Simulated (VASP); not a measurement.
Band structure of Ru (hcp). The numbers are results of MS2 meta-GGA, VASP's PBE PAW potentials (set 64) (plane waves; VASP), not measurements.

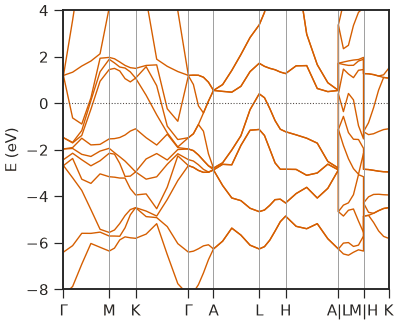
Figure. Bands along high-symmetry lines, zero at the valence-band maximum or, without a gap, the Fermi level

**Question.** Read the plot: is there a gap, and where are the band edges?

**Answer.** It has no gap at this level: it comes out as a metal or semimetal.

The compound is Ru in the hcp structure. It was relaxed first.
